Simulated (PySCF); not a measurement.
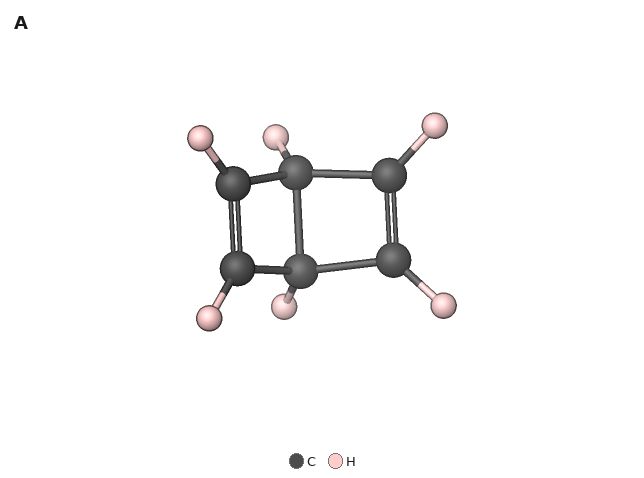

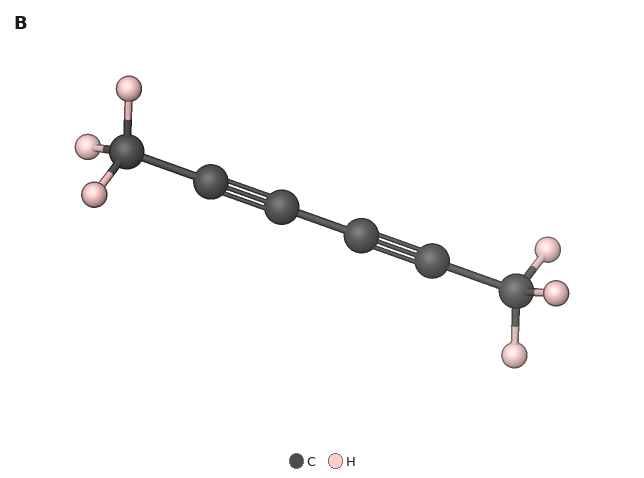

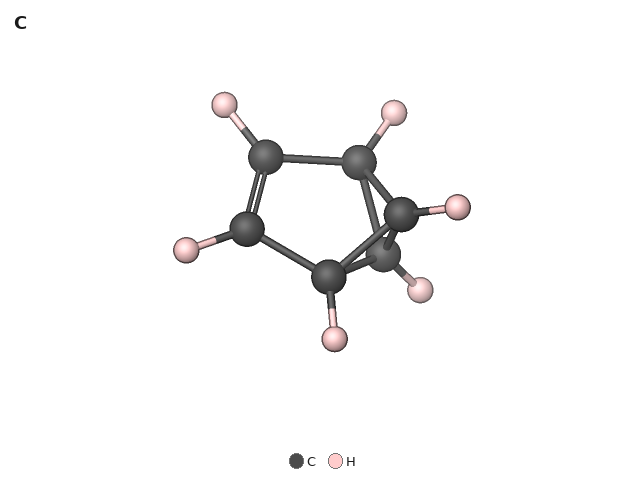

3 stationary structures of one formula. Geometries: PBE0-D3(BJ)/def2-SVP. Electronic energies: PBE0-D3(BJ)/def2-SVP (PySCF 2.14.0), without zero-point energy. No frequency run is at hand to confirm each as a minimum.

**Are they conformers, stereoisomers or constitutional isomers?**

They are constitutional isomers of C6H6: A `C1=CC2C=CC12`, B `CC#CC#CC`, C `C1=CC2C3C1C23`.

**Which structure is the most stable?**

C is lowest; B lies 36.4 kJ/mol above it, A lies 38.6 kJ/mol above it.
